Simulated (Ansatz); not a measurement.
## Electronic structure of BH$_{7}$Si in real space

Input file:

```
crystal:
  periodic: [false, false, false]
  atoms:
    - { symbol: B, position_ang: [-0.004452, 0.430586, 0.049227] }
    - { symbol: H, position_ang: [-0.066969, 0.777453, 1.189765] }
    - { symbol: H, position_ang: [1.068174, 0.368315, -0.496276] }
    - { symbol: H, position_ang: [-1.019039, 0.278062, -0.583671] }
    - { symbol: Si, position_ang: [0.101352, -2.551101, 1.025418] }
    - { symbol: H, position_ang: [-0.76071, -3.177177, -0.010741] }
    - { symbol: H, position_ang: [1.519015, -2.969702, 0.862058] }
    - { symbol: H, position_ang: [-0.393235, -2.873494, 2.391574] }
    - { symbol: H, position_ang: [0.031564, -1.072741, 0.902446] }
basis:
  gaussian: { orbitals: def2-SVP }
hamiltonian:
  xc: b3lyp
relax:
  f_tol: 0.03
  max_steps: 50
output:
  orbitals: {}
```

Launched as:

```sh
ansatz run input.yaml --threads 1 --pin off --max-ram 2048MiB --backend cpu --events-out ev --progress --plain --runs-dir out
```

The fields are those of the run's last geometry, not of the input's.

Theory: RKS B3LYP/def2-SVP (Ansatz).

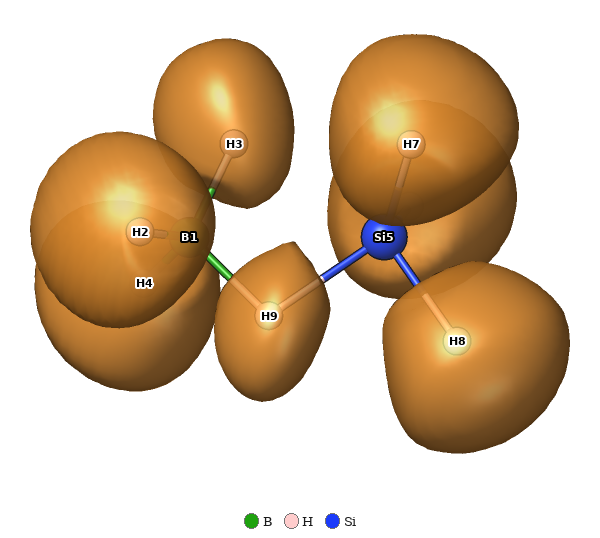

Figure 1. Isosurface of the ELF at 0.8 (orange), seen from one side. Only the valence region is drawn (cores and ρ < 0.01 e/Å³ removed).

> Where are the electrons localised?

The ELF exceeds this value in seven regions around hydrogen nuclei.


B–H (1.21 Å): the ELF climbs to about 1 towards the hydrogen, as it does in any bond to H: a covalent bond by its length. Si–H (1.48 Å): the ELF climbs to about 1 towards the hydrogen.

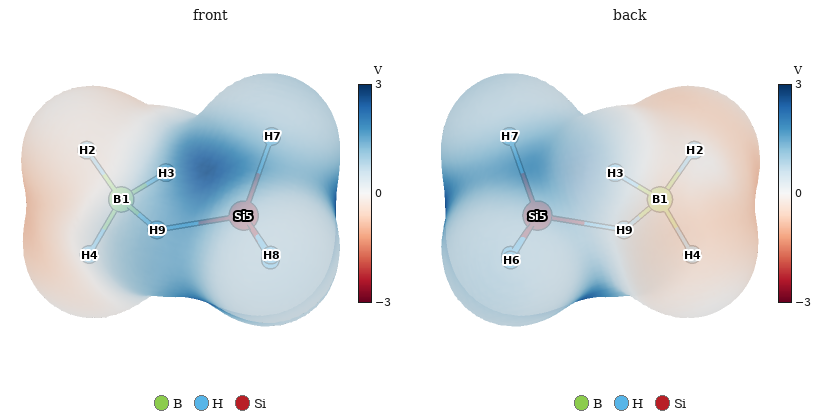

Figure 2. The molecular electrostatic potential painted on the density surface at 0.004 e/bohr³, seen from the front and from behind; red is negative and blue positive.

> Which sites attract a positive test charge, and which a negative one?

A positive charge is drawn to the negative regions and a negative charge to the positive ones. The most negative region (about −0.8 V) lies over H2, the most positive (about +2.6 V) over Si5.

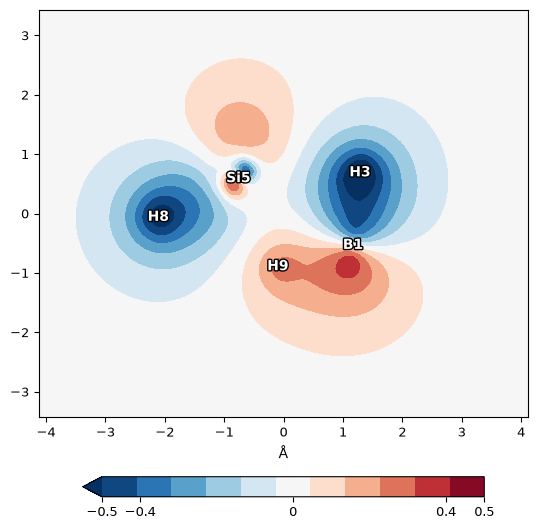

Figure 3. The HOMO on the plane of atoms H3, B1 and H9 (values in Å⁻³ᐟ²; the overall sign is arbitrary).

> What is the character of this orbital?

It lies mainly on Si5 (about 20 %), B1 (about 20 %), H8 (about 20 %), H3 (about 20 %), H6 (about 5 %) and H7 (about 5 %). Its energy is −8.85 eV.

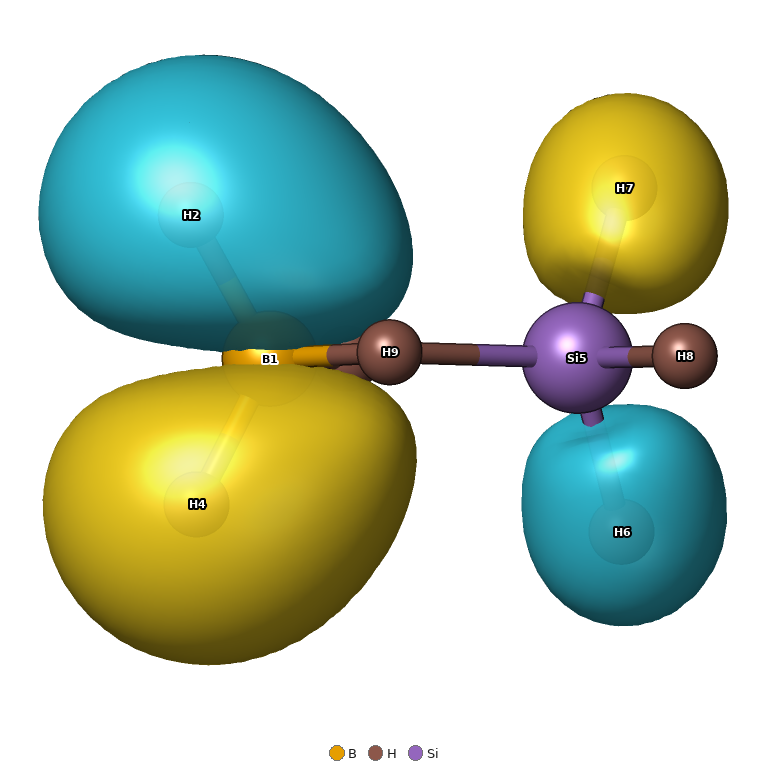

Figure 4. The HOMO−1 at ±0.08 Å⁻³ᐟ² (yellow and cyan are the two phases), seen across its widest extent.

> Where does this orbital lie, and at what energy?

It lies mainly on B1 (about 35 %), H4 (about 25 %) and H2 (about 25 %). Its energy is −8.98 eV.
